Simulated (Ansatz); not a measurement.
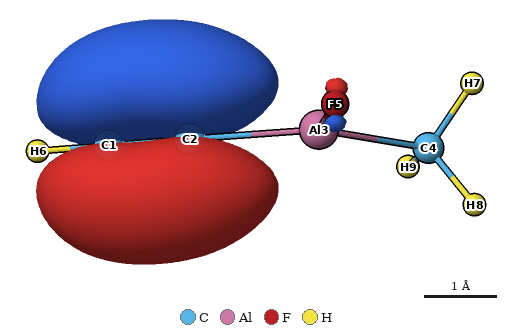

The picture shows: C$_{3}$H$_{4}$AlF (SMILES C#[C][Al]([CH3])[F]). The HOMO−1 at ±0.1 Å⁻³ᐟ² (red and blue are the two phases), seen from one side.

Geometry: PBE0-D4/def2-TZVP.

All numbers below come from RKS PBE0-D4/def2-TZVPP (Ansatz 0.2.0).

Input file:

```
crystal:
  periodic: [false, false, false]
  atoms:
    - {symbol: C, position_ang: [0.214806, 2.769921, 0.344176]}
    - {symbol: C, position_ang: [0.305467, 1.631252, -0.055038]}
    - {symbol: Al, position_ang: [0.406602, -0.178290, -0.626566]}
    - {symbol: C, position_ang: [-0.438443, -1.662206, 0.274072]}
    - {symbol: F, position_ang: [1.286180, -0.460275, -1.993427]}
    - {symbol: H, position_ang: [0.139173, 3.776163, 0.690374]}
    - {symbol: H, position_ang: [-1.159584, -2.156883, -0.383642]}
    - {symbol: H, position_ang: [0.298932, -2.419758, 0.555669]}
    - {symbol: H, position_ang: [-0.964633, -1.346123, 1.177281]}
basis:
  gaussian: {orbitals: def2-TZVPP}
hamiltonian: {xc: pbe0, dispersion: d4}
output: {orbitals: {seedname: orbitals}}
```

Command:

```sh
ansatz run in.yaml --threads 2 --pin off --events-out ev --progress --plain --max-ram 32768MiB --backend cpu
```

Where does this orbital lie, and at what energy?

It lies mainly on C2 (about 45 %) and C1 (about 45 %); π-bonding across C2–C1. Its energy is −8.46 eV.
